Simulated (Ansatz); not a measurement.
# C3H7Br (1-bromopropane) at PBE0/def2-SVP

Aim: the vertical singlet–triplet gap of C3H7Br (1-bromopropane) at PBE0/def2-SVP, from 2 runs. 

The calculation is run with Ansatz 0.2.0.

55 further runs of the same task are left out: 55 set aside as unsound or not needed.

### 1 The structure to begin with

C3H7Br has 11 atoms, charge 0, and is taken as a singlet. SMILES: `CCCBr`. The shape is that of a PBE0-D4/def2-TZVP optimisation. This is one conformer, not always the lowest.

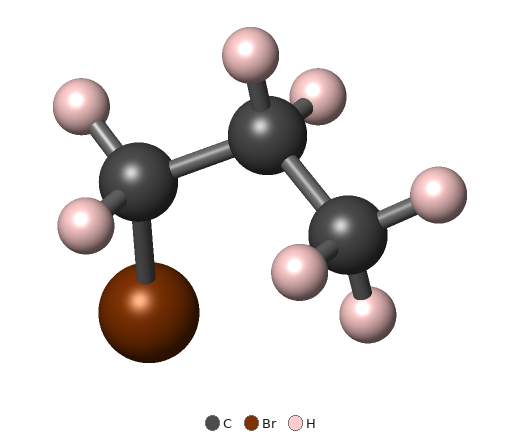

The structure, seen from a chosen angle (carbon dark grey, bromine brown, hydrogen pink).

### 2 A single-point energy at PBE0/def2-SVP

File input.yaml:

```yaml
crystal:
  periodic: [false, false, false]
  atoms:
    - {symbol: C, position_ang: [-0.555400, 1.176300, 0.174600]}
    - {symbol: C, position_ang: [-0.232700, -0.258200, 0.548300]}
    - {symbol: C, position_ang: [0.751200, -0.933400, -0.376500]}
    - {symbol: Br, position_ang: [0.042600, -1.165200, -2.181600]}
    - {symbol: H, position_ang: [-1.020500, 1.228900, -0.811600]}
    - {symbol: H, position_ang: [-1.242800, 1.621500, 0.896400]}
    - {symbol: H, position_ang: [0.349400, 1.789900, 0.151000]}
    - {symbol: H, position_ang: [-1.148000, -0.854800, 0.598800]}
    - {symbol: H, position_ang: [0.212600, -0.288200, 1.551000]}
    - {symbol: H, position_ang: [1.664500, -0.352300, -0.499500]}
    - {symbol: H, position_ang: [1.004600, -1.937400, -0.042700]}
basis:
  gaussian:
    orbitals: def2-SVP
hamiltonian:
  xc: {name: PBE0}
accuracy: high
output:
  orbitals: {seedname: orbitals}
```

Started as:

```
$ ansatz run input.yaml --threads 1 --pin off --max-ram 3480MiB --events-out events.jsonl --progress --plain --runs-dir runs
```

The program printed:

```text
Warning: RAYON_NUM_THREADS=1 ignored (pool sized by the plan → 1); use --threads N
Functional definition: PBE0
  name "PBE0"
  parameter a = 0.25
  parameter kappa = 0.804
  parameter beta = 0.06672455060314922
  exchange = (1 - a)*pbe_x(kappa = kappa, mu = beta*pi^2/3) + a*exact_x
  correlation = pbe_c(beta = beta)
2527 factors; integrals over basis functions are off by at most 4.7e-9 eV
mean field evaluation 1: about -73243.0941 eV, gradient 4.7e1 eV
mean field evaluation 2: about -73240.2949 eV, gradient 5.7e1 eV
mean field evaluation 4: about -73248.7632 eV, gradient 2.3e0 eV
mean field evaluation 8: about -73249.0165 eV, gradient 1.4e-1 eV
mean field evaluation 16: about -73249.0165 eV, gradient 2.1e-5 eV
mean field -73249.01652436 eV, -2691.8517073035 hartree, gradient 9.7e-8 eV, S^2 0.000000; 0 other end points of the search recorded, 0 dependent functions left out
reference -73249.01652666 eV, -2691.8517073881 hartree; 30, 30 occupied and 79, 79 virtual orbitals, 2527 factors
Total energy: -73249.01652666 eV, -2691.8517073881 hartree
```

Wall time 9 s (1 thread of AMD EPYC 9R14 (Zen 4), shared host); peak memory 0.45 GiB.

### 3 The triplet at the same level

File run.yaml:

```yaml
basis:
  gaussian: {orbitals: def2-SVP}
crystal:
  periodic: [false, false, false]
  atoms:
    - symbol: C
      position_ang: [-0.555400, 1.176300, 0.174600]
    - symbol: C
      position_ang: [-0.232700, -0.258200, 0.548300]
    - symbol: C
      position_ang: [0.751200, -0.933400, -0.376500]
    - symbol: Br
      position_ang: [0.042600, -1.165200, -2.181600]
    - symbol: H
      position_ang: [-1.020500, 1.228900, -0.811600]
    - symbol: H
      position_ang: [-1.242800, 1.621500, 0.896400]
    - symbol: H
      position_ang: [0.349400, 1.789900, 0.151000]
    - symbol: H
      position_ang: [-1.148000, -0.854800, 0.598800]
    - symbol: H
      position_ang: [0.212600, -0.288200, 1.551000]
    - symbol: H
      position_ang: [1.664500, -0.352300, -0.499500]
    - symbol: H
      position_ang: [1.004600, -1.937400, -0.042700]
output: {orbitals: {seedname: orbitals}}
hamiltonian: {xc: pbe0}
magnetization: {spin_polarized: true, initial_magnetization: 2}
accuracy: high
```

Started as:

```
$ ansatz run run.yaml --threads 1 --pin off --max-ram 3480MiB --events-out events.jsonl --progress --plain --runs-dir runs
```

The program printed:

```text
Warning: RAYON_NUM_THREADS=1 ignored (pool sized by the plan → 1); use --threads N
Functional definition: PBE0
  name "PBE0"
  parameter a = 0.25
  parameter kappa = 0.804
  parameter beta = 0.06672455060314922
  exchange = (1 - a)*pbe_x(kappa = kappa, mu = beta*pi^2/3) + a*exact_x
  correlation = pbe_c(beta = beta)
2527 factors; integrals over basis functions are off by at most 4.7e-9 eV
mean field evaluation 1: about -73234.6103 eV, gradient 4.0e1 eV
mean field evaluation 2: about -73216.7714 eV, gradient 6.5e1 eV
mean field evaluation 4: about -73242.7974 eV, gradient 3.7e0 eV
mean field evaluation 8: about -73243.1425 eV, gradient 3.0e-1 eV
mean field evaluation 16: about -73243.1433 eV, gradient 1.7e-2 eV
mean field evaluation 32: about -73243.1438 eV, gradient 1.5e-4 eV
mean field evaluation 64: about -73243.1316 eV, gradient 1.1e0 eV
mean field -73243.14379886 eV, -2691.6358886222 hartree, gradient 4.7e-8 eV, S^2 2.004271; 4 other end points of the search recorded, 0 dependent functions left out
reference -73243.14380137 eV, -2691.6358887143 hartree; 31, 29 occupied and 78, 80 virtual orbitals, 2527 factors
Total energy: -73243.14380137 eV, -2691.6358887143 hartree
```

Run time: 38 s. Hardware: 1 thread of AMD EPYC 9R14 (Zen 4), shared host; peak memory 0.68 GiB.

### 4 What came out

At PBE0/def2-SVP:

| quantity | value |
| --- | --- |
| singlet: total energy | -2691.85171 Eh |
| singlet: HOMO energy | -7.65 eV |
| singlet: LUMO energy | 0.49 eV |
| singlet: HOMO–LUMO gap | 8.13 eV |
| triplet: total energy | -2691.63589 Eh |
| triplet: HOMO energy (highest over α and β) | -2.09 eV |
| triplet: ⟨S²⟩ | 2.004 |
| vertical energy of the triplet above the singlet | 5.873 eV |

At this shape the triplet lies 5.87 eV (135 kcal/mol) above the singlet.
